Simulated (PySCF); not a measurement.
The calculation's input:

```
{"job": {"kind": "nmr", "xc": "PBE0", "basis": "pcSseg-1"}, "charge": 0, "multiplicity": 1}
C     -2.388170    -0.422542     0.247527
C     -1.443438     0.464876    -0.577935
C     -0.656082     1.356261     0.341409
C      0.433110     0.953684     0.980150
P      1.059956    -0.741257     0.832537
C      2.857619    -0.350976     0.571435
C      0.571383    -0.957962    -0.900363
C     -0.526866    -0.403846    -1.393540
H     -1.800429    -1.041976     0.922949
H     -2.969230    -1.069058    -0.406296
H     -3.069456     0.189361     0.834353
H     -2.047660     1.083670    -1.249630
H     -1.027092     2.365790     0.462008
H      0.967674     1.605047     1.659331
H      3.377659    -1.260867     0.276441
H      3.280509     0.000784     1.511067
H      2.985282     0.410170    -0.196658
H      1.198370    -1.607471    -1.497351
H     -0.812944    -0.564438    -2.424897
```

Launched as:

```sh
OMP_NUM_THREADS=1 python probes_run.py task.json out
```

Geometry: GFN2-xTB.

The calculation used PBE0/pcSseg-1, SCF density, gas phase, non-relativistic (PySCF).

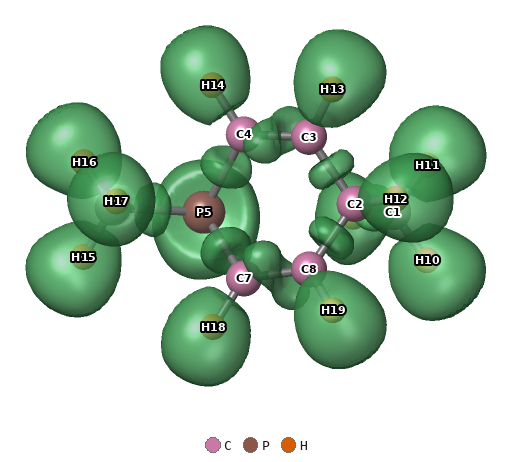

C7H11P (SMILES CC1C=CP(C)C=C1). Isosurface of the ELF at 0.8 (green), seen across its widest extent. Only the valence region is drawn (cores and ρ < 0.01 e/Å³ removed).

**Identify the bonds, lone pairs and shells in this picture.**

The surface consists of five regions between bonded C–C atoms (shared pairs), three regions between bonded C–P atoms (shared pairs), eleven regions around hydrogen nuclei and one lobe on P, pointing away from the bonds (lone pairs). Profiles from the grid: C–C (1.33 Å): the ELF peaks at about 0.90 between the atoms; a multiple bond. C–P (1.81 Å): the ELF peaks at about 0.95 between the atoms, as expected for a shared electron pair.
